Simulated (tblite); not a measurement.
# Geometry relaxation of C6H11FGeO2 (part 2 of 2)

Continued. System: C6H11FGeO2. Method: GFN2-xTB geometry optimisation, gas phase (tblite 0.8.0). It belongs to a series of runs on one base structure; here: constitutional isomer.

Geometry of the input (Å):
```
C  -1.6688  -1.6739  -0.2808
Ge -0.4134  -0.8097  0.8482
C  -0.4513  1.0991  0.6803
C  -1.8221  1.6969  0.3678
F  -2.3504  1.2014  -0.8083
C  0.5160  1.1192  -0.4781
C  1.2008  -0.1138  0.0636
O  1.7849  -0.8683  -0.9572
C  3.1422  -1.1930  -0.8962
O  3.8718  -0.8229  0.0606
H  -1.4493  -1.6519  -1.3561
H  -1.8325  -2.7279  0.0606
H  -2.6879  -1.1787  -0.1239
H  -0.2977  -1.3042  2.3097
H  -0.0158  1.6024  1.5737
H  -1.7751  2.7873  0.3753
H  -2.4873  1.3999  1.2321
H  1.2225  1.9895  -0.3898
H  0.0704  1.0425  -1.4753
H  1.8985  0.1920  0.9035
H  3.5355  -1.7689  -1.7104
```

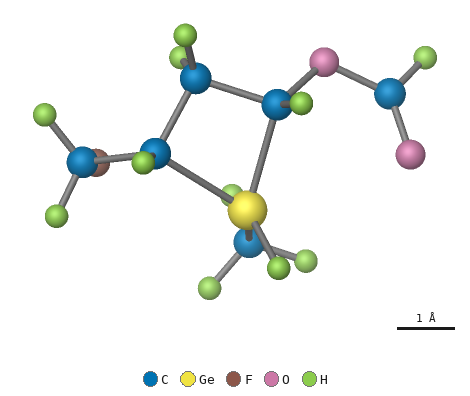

*The geometry at step 170 of the log (ball-and-stick view, seen at a tilt).*

**Trajectory as extended XYZ, continued**
```
21
Properties=species:S:1:pos:R:3:forces:R:3 step=97 energy=-903.82863
C    -1.5404   -1.8681   -0.2718   -0.0030  -0.0090   0.0020
Ge   -0.4799   -0.7594    0.9725    0.0020   0.0090  -0.0190
C    -0.5811    1.2576    0.8222   -0.0020  -0.0060   0.0050
C    -1.8381    1.8807    0.2662    0.0050  -0.0040   0.0030
F    -2.3679    1.0391   -0.6931    0.0000   0.0010  -0.0020
C     0.6085    1.2343   -0.1535   -0.0040  -0.0020  -0.0020
C     1.2663   -0.1118    0.1792    0.0000  -0.0080   0.0090
O     1.7107   -0.7924   -0.9961    0.0160   0.0140   0.0080
C     2.9421   -1.2526   -1.0195   -0.0040  -0.0170  -0.0010
O     3.7655   -1.1726   -0.1541   -0.0010   0.0000  -0.0020
H    -1.4048   -1.4897   -1.2807   -0.0060   0.0060   0.0150
H    -1.2023   -2.8994   -0.2297   -0.0050  -0.0100   0.0040
H    -2.5964   -1.8279   -0.0231    0.0060  -0.0050  -0.0010
H    -0.4484   -1.3242    2.3941   -0.0040  -0.0040  -0.0010
H    -0.3131    1.7623    1.7506   -0.0040   0.0010  -0.0010
H    -1.6508    2.8397   -0.2295   -0.0010   0.0080   0.0040
H    -2.6100    1.9962    1.0332    0.0060   0.0010  -0.0060
H     1.2767    2.0921   -0.0710   -0.0020   0.0040   0.0040
H     0.2365    1.1779   -1.1768   -0.0050   0.0170  -0.0130
H     2.1052   -0.0121    0.8702    0.0000   0.0070  -0.0050
H     3.1127   -1.7527   -1.9898    0.0050   0.0000  -0.0020
21
Properties=species:S:1:pos:R:3:forces:R:3 step=122 energy=-903.83078
C    -1.5380   -1.8969   -0.2527   -0.0030   0.0050   0.0040
Ge   -0.4658   -0.7542    0.9521   -0.0120  -0.0020   0.0060
C    -0.5888    1.2629    0.8154    0.0050  -0.0060   0.0100
C    -1.8386    1.8864    0.2446    0.0060  -0.0090   0.0040
F    -2.3246    1.0753   -0.7623    0.0020  -0.0110   0.0020
C     0.6179    1.2683   -0.1399   -0.0030  -0.0010   0.0040
C     1.2761   -0.0843    0.1653    0.0020   0.0080  -0.0050
O     1.7250   -0.7340   -1.0248    0.0040   0.0040  -0.0030
C     2.9200   -1.2816   -1.0198    0.0030   0.0050  -0.0020
O     3.7066   -1.3018   -0.1171   -0.0090  -0.0090   0.0000
H    -1.4957   -1.4921   -1.2592    0.0030  -0.0010   0.0010
H    -1.1397   -2.9079   -0.2536   -0.0040   0.0070  -0.0060
H    -2.5746   -1.9248    0.0694    0.0010   0.0000  -0.0040
H    -0.4183   -1.3087    2.3775    0.0030   0.0000  -0.0030
H    -0.3450    1.7572    1.7561    0.0030   0.0090   0.0020
H    -1.6508    2.8678   -0.2059   -0.0070  -0.0020  -0.0040
H    -2.6349    1.9602    0.9912   -0.0020   0.0020   0.0000
H     1.2814    2.1253   -0.0172   -0.0060  -0.0090  -0.0130
H     0.2638    1.2423   -1.1712    0.0100   0.0110   0.0050
H     2.1144   -0.0003    0.8593   -0.0030   0.0070   0.0050
H     3.1006   -1.7422   -2.0074    0.0060  -0.0060  -0.0010
21
Properties=species:S:1:pos:R:3:forces:R:3 step=146 energy=-903.83570
C    -1.5322   -1.8795   -0.2424   -0.0150  -0.0020  -0.0090
Ge   -0.4048   -0.7499    0.9231   -0.0360   0.0270  -0.0100
C    -0.5844    1.2671    0.8130    0.0080  -0.0060   0.0080
C    -1.8540    1.8438    0.2358   -0.0070  -0.0100   0.0190
F    -2.3090    1.0118   -0.7691    0.0080   0.0230  -0.0080
C     0.6219    1.3231   -0.1421    0.0080  -0.0030  -0.0020
C     1.3080   -0.0212    0.1237    0.0090  -0.0010  -0.0070
O     1.7963   -0.6094   -1.0809    0.0640  -0.0220   0.0240
C     2.8839   -1.3445   -0.9964    0.0150   0.0240   0.0330
O     3.5180   -1.5842   -0.0079   -0.0560  -0.0030  -0.0350
H    -1.5582   -1.4567   -1.2424    0.0030  -0.0150   0.0170
H    -1.1341   -2.8888   -0.2876    0.0050  -0.0140   0.0030
H    -2.5452   -1.9148    0.1496    0.0150  -0.0120  -0.0330
H    -0.3091   -1.3169    2.3377    0.0110  -0.0040   0.0220
H    -0.3671    1.7688    1.7561    0.0130   0.0040   0.0010
H    -1.7015    2.8298   -0.2176   -0.0070  -0.0040  -0.0020
H    -2.6549    1.8896    0.9795   -0.0050   0.0110   0.0080
H     1.2748    2.1844    0.0044   -0.0300   0.0150  -0.0020
H     0.2674    1.3249   -1.1733    0.0190  -0.0120  -0.0030
H     2.1307    0.0595    0.8380    0.0080   0.0080  -0.0220
H     3.1447   -1.7200   -2.0016   -0.0290  -0.0040  -0.0030
21
Properties=species:S:1:pos:R:3:forces:R:3 step=170 energy=-903.94822
C    -1.2746   -1.8973   -0.2937   -0.0130   0.0650   0.0750
Ge   -0.1998   -0.7061    0.8598   -0.0510  -0.0200  -0.0290
C    -0.5512    1.3074    0.7960   -0.0480  -0.2040   0.0300
C    -1.8903    1.7694    0.2863    0.0720   0.0870   0.1000
F    -2.2885    0.9939   -0.7871    0.0320   0.0020   0.2120
C     0.5982    1.4727   -0.2114    0.0410   0.0050   0.0330
C     1.3863    0.1988    0.0582    0.1970   0.1160  -0.1190
O     2.0396   -0.3276   -1.0914    0.2230  -0.3730   0.2110
C     2.4922   -1.5482   -0.9184   -0.1830  -0.7050   1.0710
O     2.3546   -2.2206    0.0968    0.0380   0.9910  -1.4580
H    -1.3109   -1.4910   -1.3028    0.0120  -0.1110   0.0710
H    -0.8345   -2.8937   -0.2924   -0.0940   0.1220  -0.0640
H    -2.2864   -1.9371    0.1024    0.0150  -0.1100  -0.0920
H     0.0361   -1.2567    2.2420    0.0140  -0.1040   0.1740
H    -0.3533    1.8309    1.7357    0.0500  -0.1050  -0.0920
H    -1.8382    2.8003   -0.0780   -0.1750   0.0540   0.0060
H    -2.6341    1.6557    1.0836   -0.1440   0.0660  -0.2620
H     1.1955    2.3762   -0.0774   -0.1250   0.0560  -0.1340
H     0.1965    1.4260   -1.2249    0.0890   0.0990   0.0260
H     2.1272    0.3634    0.8414    0.2150   0.0230  -0.0030
H     3.0264   -1.8994   -1.8252   -0.1640   0.0460   0.2470
21
Properties=species:S:1:pos:R:3:forces:R:3 step=195 energy=-904.09812
C    -1.1243   -1.8638   -0.3236   -0.0120  -0.0050   0.0070
Ge   -0.0890   -0.7036    0.9022   -0.0190   0.0140   0.0130
C    -0.5446    1.2874    0.7932    0.0030   0.0410  -0.0230
C    -1.9030    1.7337    0.3137   -0.0040   0.0100  -0.0020
F    -2.3091    0.9269   -0.7311   -0.0020  -0.0140   0.0170
C     0.5916    1.4839   -0.2299    0.0120  -0.0160  -0.0060
C     1.4877    0.2988    0.1259   -0.0050  -0.0240   0.0080
O     2.1506   -0.3057   -0.9833   -0.0020   0.0260  -0.0070
C     2.2669   -1.6029   -0.8992    0.0630   0.0050   0.0620
O     1.9016   -2.2944    0.0176   -0.0440   0.0270  -0.0830
H    -1.0803   -1.4662   -1.3344    0.0330  -0.0120   0.0270
H    -0.7074   -2.8662   -0.3078   -0.0340   0.0180  -0.0210
H    -2.1687   -1.9009   -0.0285    0.0270  -0.0020   0.0380
H     0.0947   -1.2871    2.2966   -0.0090   0.0070  -0.0200
H    -0.3151    1.8159    1.7194   -0.0070  -0.0060   0.0050
H    -1.9033    2.7605   -0.0709    0.0300   0.0040  -0.0120
H    -2.6588    1.6326    1.0982   -0.0110  -0.0250  -0.0090
H     1.0878    2.4549   -0.1846   -0.0270  -0.0150   0.0150
H     0.2050    1.3385   -1.2396   -0.0090   0.0030   0.0100
H     2.2454    0.5758    0.8636    0.0130  -0.0220  -0.0200
H     2.7634   -2.0010   -1.7980    0.0040  -0.0130   0.0020
21
Properties=species:S:1:pos:R:3:forces:R:3 step=219 energy=-904.10630
C    -1.1746   -1.8972   -0.2439   -0.0030  -0.0020  -0.0020
Ge   -0.0793   -0.7060    0.8942   -0.0010  -0.0070  -0.0020
C    -0.5439    1.2840    0.7873   -0.0010   0.0040   0.0000
C    -1.8926    1.7142    0.2668    0.0000   0.0000  -0.0030
F    -2.2642    0.8899   -0.7779    0.0040  -0.0010  -0.0020
C     0.6126    1.4986   -0.2084   -0.0010   0.0040   0.0010
C     1.5027    0.3046    0.1307   -0.0040   0.0060   0.0000
O     2.1956   -0.2578   -0.9819    0.0020  -0.0030   0.0060
C     2.2820   -1.5598   -0.9654    0.0010   0.0000   0.0090
O     1.8465   -2.2956   -0.1174    0.0030   0.0010  -0.0090
H    -1.2147   -1.5133   -1.2585    0.0060   0.0030  -0.0040
H    -0.7458   -2.8934   -0.2512   -0.0020  -0.0020   0.0050
H    -2.1885   -1.9435    0.1415   -0.0010   0.0010   0.0020
H     0.1367   -1.2648    2.2937    0.0030   0.0040   0.0000
H    -0.3485    1.8118    1.7212   -0.0040   0.0040   0.0030
H    -1.8831    2.7350   -0.1337   -0.0030   0.0020   0.0040
H    -2.6725    1.6158    1.0278    0.0090   0.0010   0.0010
H     1.1082    2.4670   -0.1267   -0.0080   0.0010  -0.0030
H     0.2422    1.3815   -1.2276    0.0050  -0.0030   0.0020
H     2.2507    0.5646    0.8850   -0.0020  -0.0070  -0.0010
H     2.8217   -1.9189   -1.8560   -0.0030  -0.0020  -0.0070
```

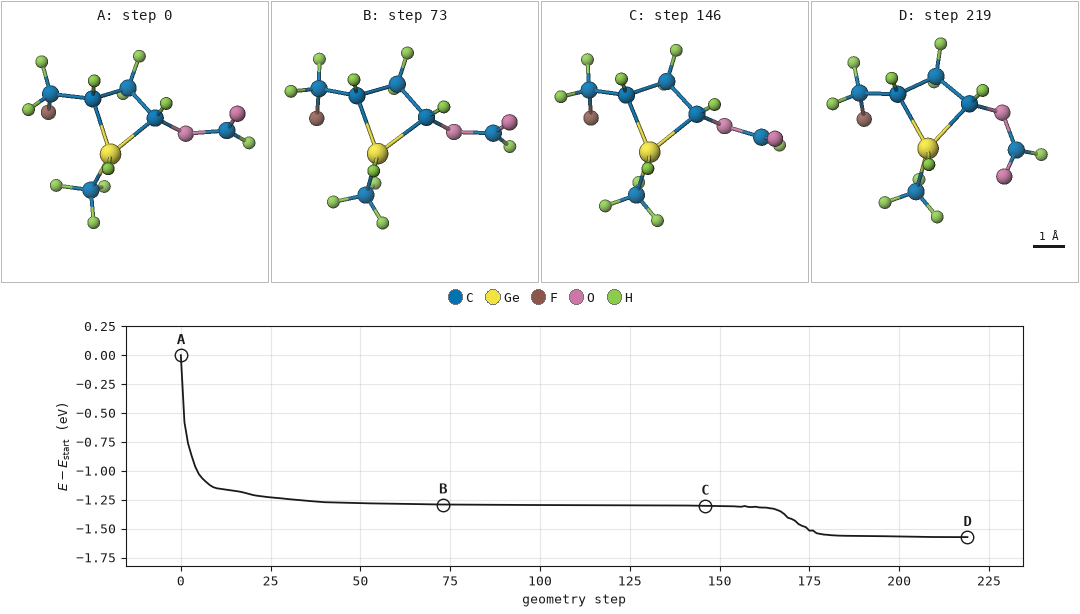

*Frames of the relaxation (ball-and-stick view, seen at a tilt) above the curves, on which the letters mark them (steps are counted from 0).*

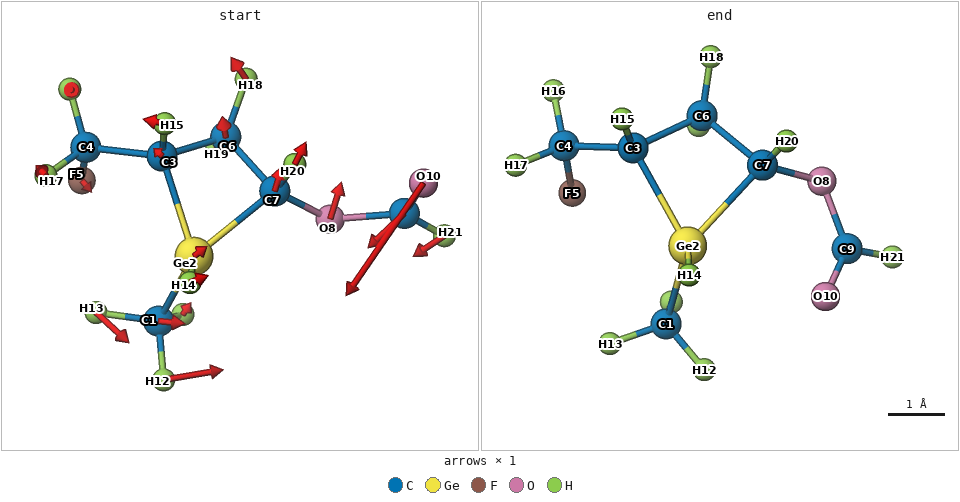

*Before (left) and after (right) the relaxation, at one scale (ball-and-stick view, seen at a tilt). The red arrows give the displacements, at true length.*

Over 219 geometry steps the energy falls by 1.573 eV. The largest force component goes from 4 to 0.009 eV/Å. The largest move after the best rigid fit is that of O10, 2.55 Å. Largest moves by element: O 2.55 Å, H 1.12 Å, C 0.95 Å, Ge 0.33 Å, F 0.30 Å. Among the contacts that change: Ge2–C3 1.917 → 2.046 Å, Ge2–C7 1.925 → 2.027 Å, O8–C9 1.397 → 1.305 Å, C1–Ge2 1.897 → 1.978 Å. Among the angles that change: C3–C6–C7 90.3° → 100.7°, C7–C6–H19 117.0° → 108.7°, O8–C7–H20 115.4° → 107.4°. (Atoms are counted from 1 in the order of the input.)
